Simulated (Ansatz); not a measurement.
# Ba2MgAl2Sn2: relaxing a made-up structure, part 2 of 2

Starting from a made-up structure for Ba2MgAl2Sn2, the aim is the relaxed cell, its shortest contacts and, where a second run follows, its electronic structure.

Ansatz 0.2.0; DFT, PBE, plane-wave PAW, files of the set soft_1, scalar-relativistic, no spin, cell and ions relaxed at zero pressure; PAW set soft_1 (the session's first sound run).

So far: Set-up; Relaxation of the guess. The relaxed cell has a, b, c = 4.562, 5.069, 20.266 Å (conventional setting).

### Step 3. Electronic structure of the relaxed cell

A second self-consistent run takes a narrower smearing and the mesh shown in its input; the bands follow along the standard path of the relaxed lattice.

This step: DFT, PBE, plane-wave PAW, files of the set soft_1, scalar-relativistic, no spin, bands and density of states at the relaxed cell; PAW set soft_1 (Ansatz 0.2.0).

File input.yaml:

```yaml
crystal:
  lattice:
    - [-2.2810530085, 2.5346237707, 10.1330366563]
    - [2.2810530085, -2.5346237707, 10.1330366563]
    - [2.2810530085, 2.5346237707, -10.1330366563]
  atoms:
    - { symbol: Ba, position: [0.1769152082, 0.1769152082, 0.0] }
    - { symbol: Ba, position: [0.8230847918, 0.8230847918, 0.0] }
    - { symbol: Sn, position: [0.3656303838, 0.3656303838, 0.0] }
    - { symbol: Sn, position: [0.6343696162, 0.6343696162, 0.0] }
    - { symbol: Al, position: [0.4399249697, 0.9399249697, 0.5] }
    - { symbol: Al, position: [0.5600750303, 0.0600750303, 0.5] }
    - { symbol: Mg, position: [0.0, 0.5, 0.5] }
kpoints:
  mp_grid: { grid: [10, 10, 10] }
  band_path:
    path:
      - [[0.0, 0.0, 0.0], [-0.26266868, 0.26266868, 0.26266868], [-0.49702685, 0.49702685, 0.02831052], [-0.5, 0.5, 0.0], [-0.75, 0.25, 0.25], [-0.5, 0.0, 0.5], [-0.73733132, -0.26266868, 0.73733132], [-0.5, -0.5, 0.5], [0.0, 0.0, 0.0], [-0.26564184, 0.26564184, -0.26564184], [-0.5, 0.0, 0.0], [-0.75, 0.25, 0.25]]
      - [[-0.50297315, 0.50297315, -0.02831052], [-0.26564184, 0.26564184, -0.26564184]]
      - [[-0.73435816, -0.26564184, 0.26564184], [-0.5, -0.5, 0.5]]
    npoints: 6
scf:
  occupations: { method: fermi_dirac, width: 0.03 }
  n_extra_bands: 11
hamiltonian:
  xc: pbe
  pseudopotentials: { kind: paw, azcp: { folder: soft_1 } }
output:
  forces: true
  stress: true
  write_bands: true
  dos: { projected: true }
  write_density: true
  write_potential: true
  elf: true
  volumetric_format: npy
```

Started as:

```sh
$ ansatz run input.yaml --threads 4 --pin off --max-ram 10240MiB --backend cpu --events-out ev --progress --plain --runs-dir out
```

Numbers of over 12 decimals in the logs are rounded to 6 here.

The program printed:

```text
[...]
Crystal: 7 atoms, lattice volume = 234.341 Å³
Basis set: ecut = 420 eV, 4583 PW (Γ), FFT grids on a1−a2, a2, a2+a3, exchange–correlation on 96×144×64 points (8 copies of the dense FFT grid, shifted against one another)
Bands: 43, of which v1, the nominal top of the filled ones, is band 32 counted from 1 (31 counted from 0)
Symmetry: 8 space group operations
[...]
k-points: 171 of 1000
[...]
SCF iter   1: F=—  HF=-26951.275707 eV  |F-HF|=—  |Δ(HF+E_count)|=         —  Δρ=3.45e-2  dr2=1.80e1  ethr=3.10e-3  ⟨swp⟩=9.6  Hψ=41749  notcnv=0  defer=11
[...]
SCF iter  10: F=-26948.337043 eV  HF=-26948.337043 eV  |F-HF|=9.99e-9  |Δ(HF+E_count)|=   3.63e-8  Δρ=3.56e-6  dr2=7.12e-8  ethr=1.56e-10  ⟨swp⟩=20.0  Hψ=65708  notcnv=0
SCF 1 converged in 10 iterations: F = -26948.337043 eV  dr2 = 7.12e-8
[...]
NSCF: frozen V_eff on 81 k-points
SCF converged after 10 iterations
Free energy (F): -26948.337043 eV
[...]
Internal energy: -26948.330476 eV  (E = F + TS)
E sigma→0 (E₀):  -26948.333760 eV
Entropy (-TS):   -0.006567 eV (-0.938 meV/atom)
Fermi energy:    7.174184 eV
[...]
--- Forces (eV/Å), atoms counted from 1 ---
  atom   1  Ba     0.00000000     0.00000000    -0.00763060
  atom   2  Ba     0.00000000     0.00000000     0.00763060
  atom   3  Sn     0.00000000     0.00000000     0.01644828
  atom   4  Sn     0.00000000     0.00000000    -0.01644828
  atom   5  Al     0.00000000     0.00000000     0.01617732
  atom   6  Al     0.00000000     0.00000000    -0.01617732
  atom   7  Mg     0.00000000     0.00000000     0.00000000
  max |Σ_I F_I| component: 3.47e-18 eV/Å
--- Stress (GPa, compression-positive) ---
       -0.011431       0.000000       0.000000
        0.000000       0.117428       0.000000
        0.000000       0.000000      -0.093271
  P = ⅓ Tr σ = 0.0042 GPa (0.042 kbar)
--- Band table (eV; the first three rows and the last of 171) ---
  k-point 0: bands = [... 28 lower, 5.9901, 6.2493, 6.3328, 6.4500, 6.7154, 7.7611, 8.6104, 8.7052, ... 7 higher]
  k-point 1: bands = [... 28 lower, 5.7032, 6.1868, 6.3538, 7.0635, 7.3071, 7.7395, 8.2780, 8.3835, ... 7 higher]
  k-point 2: bands = [... 28 lower, 5.4289, 5.8047, 6.2029, 7.0230, 7.5407, 7.9405, 8.2854, 8.3039, ... 7 higher]
  k-point 170: bands = [... 28 lower, 6.0699, 6.2334, 6.3262, 6.5371, 7.2006, 7.5990, 7.6768, 8.4855, ... 7 higher]
```

Run time: 31 s. Hardware: 4 threads of Intel Xeon Platinum 8375C at 2.90GHz (Ice Lake), shared host; peak memory 1.6 GiB.

Numbers from this step:

```yaml
free_energy: -26948.3370 eV
energy_at_zero_smearing: -26948.3338 eV
smearing_term_ts: 0.006567 eV
fermi_energy: 7.174 eV
pressure: 0.004242 GPa
```

From bands.tsv, the bands that come nearest the Fermi level along the path, at its corners, in eV from the Fermi level:

| point | band 29 | band 30 | band 31 | band 32 | band 33 | band 34 | band 35 | band 36 |
| --- | --- | --- | --- | --- | --- | --- | --- | --- |
| Γ | -1.18 | -0.92 | -0.84 | -0.72 | -0.46 | 0.59 | 1.44 | 1.53 |
| X | -1.53 | -1.18 | -1.09 | -0.20 | 0.09 | 0.53 | 1.09 | 1.10 |
| L | -1.93 | -1.87 | -1.44 | -1.33 | 0.32 | 0.41 | 0.48 | 1.05 |
| T | -1.93 | -1.92 | -1.40 | -1.37 | 0.38 | 0.41 | 0.42 | 1.09 |
| W | -2.03 | -1.93 | -1.36 | -1.27 | 0.26 | 0.35 | 0.45 | 1.04 |
| R | -1.47 | -1.19 | -1.08 | -0.16 | -0.07 | 0.58 | 1.00 | 1.28 |
| X1 | -1.53 | -1.18 | -1.09 | -0.20 | 0.09 | 0.53 | 1.09 | 1.10 |
| Z | -1.10 | -0.94 | -0.85 | -0.64 | 0.03 | 0.42 | 0.50 | 1.31 |
| Γ | -1.18 | -0.92 | -0.84 | -0.72 | -0.46 | 0.59 | 1.44 | 1.53 |
| Y | -1.62 | -1.36 | -1.33 | -0.61 | 0.29 | 0.84 | 1.40 | 1.69 |
| S | -1.63 | -1.33 | -1.26 | -0.66 | 0.24 | 0.88 | 1.45 | 1.80 |
| W | -2.03 | -1.93 | -1.36 | -1.27 | 0.26 | 0.35 | 0.45 | 1.04 |
| L1 | -1.93 | -1.87 | -1.44 | -1.33 | 0.32 | 0.41 | 0.48 | 1.05 |
| Y | -1.62 | -1.36 | -1.33 | -0.61 | 0.29 | 0.84 | 1.40 | 1.69 |
| Y1 | -1.62 | -1.36 | -1.33 | -0.61 | 0.29 | 0.84 | 1.40 | 1.69 |
| Z | -1.10 | -0.94 | -0.85 | -0.64 | 0.03 | 0.42 | 0.50 | 1.31 |

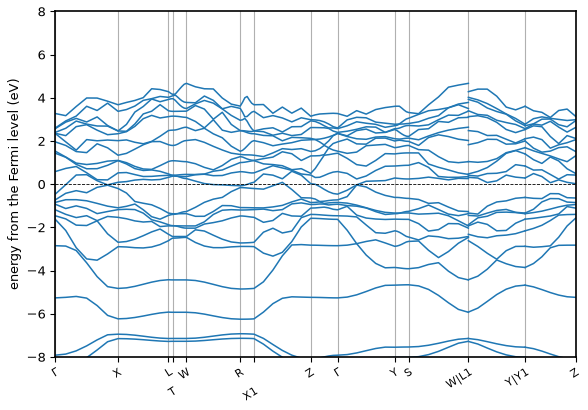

Bands along the path. 22 bands lie wholly below the window drawn.

States per cell as run, both spins, in windows of 1 eV, from dos.tsv (zero at the Fermi level):

```
from  to  total
  -8  -7   3.20
  -7  -6   0.19
  -6  -5   1.50
  -5  -4   1.07
  -4  -3   1.99
  -3  -2   3.17
  -2  -1   5.40
  -1   0   2.75
   0   1   5.75
   1   2   4.38
   2   3   5.97
```

A further 44.7 states lie below the table's range.

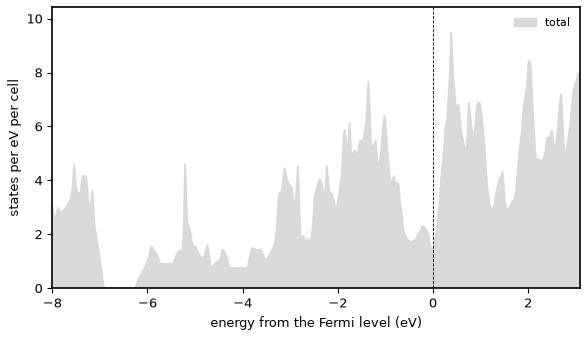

Total density of states, smoothed over about 0.04 eV.

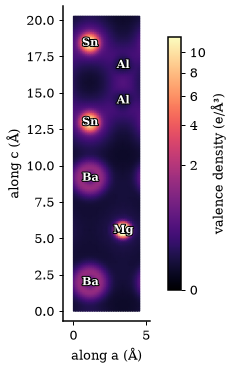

Valence density in the ac plane of the conventional cell at fractional y = 0.000, with atoms of Ba and Sn and Al and Mg within 0.2 Å of it. It is the smooth field of the valence electrons, not physical close to the nuclei. The map starts off the cell's origin, so that atoms lie inside it. The colour scale is stretched toward low values.

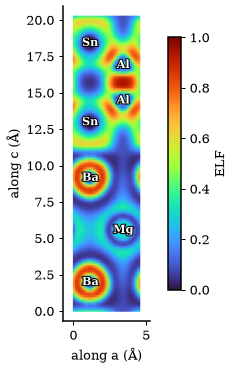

ELF in the ac plane of the conventional cell at fractional y = 0.000, with atoms of Ba and Sn and Al and Mg within 0.2 Å of it. It is the smooth field of the valence electrons, not physical close to the nuclei. The map starts off the cell's origin, so that atoms lie inside it.

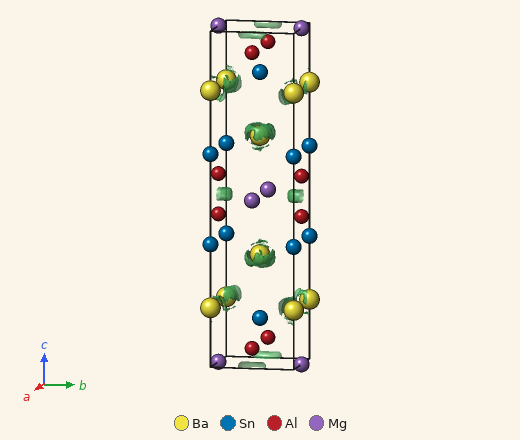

Surface of ELF = 0.85.

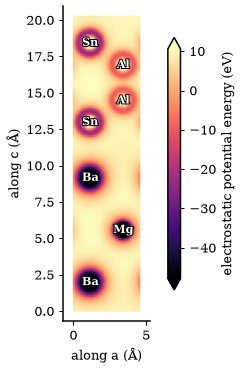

Electrostatic potential energy in the ac plane of the conventional cell at fractional y = 0.000, with atoms of Ba and Sn and Al and Mg within 0.2 Å of it. With pseudopotentials it is smooth inside the atoms' cores, unlike the true potential. The map starts off the cell's origin, so that atoms lie inside it.

### Step 4. Summary of results

| Item | Value |
| --- | --- |
| space group, relaxed | Immm |
| conventional cell | a = 4.562, b = 5.069, c = 20.266 Å; α = 90.0°, β = 90.0°, γ = 90.0° |
| volume per atom | 33.48 Å³ (guess 30.12) |

**Reading.** Ba2MgAl2Sn2 relaxes to Immm with a = 4.562, b = 5.069 and c = 20.266 Å. The guessed volume was 10 % too small. The space group Immm was held in the relaxation, so the end point is a stationary structure within it and may be a saddle against distortions or other arrangements. Bands cross the Fermi level, so it is a metal or semimetal at this level. On the 10×10×10 mesh with the narrower smearing (relaxed on 8×8×8) the largest force component is 0.016 eV/Å and the largest stress component is 0.117 GPa, against the relaxation's thresholds of 0.015 eV/Å and 0.05 GPa. The cutoff wasn't tested. Spin-orbit coupling is left out, which can matter for elements this heavy. No dispersion term is used, so weakly bound directions may come out too long. Nothing here tests whether the compound is stable against decomposition.

[Logs are printed without paths, hosts, clocks, repeated set-up lines and the standing remarks that a program may print on its own settings, such as how far it seeks lower states.]

[Hosts, paths, dates, database ids (printed as entryN), source tags and the programs' standing remarks are cut or masked in the printed files.]
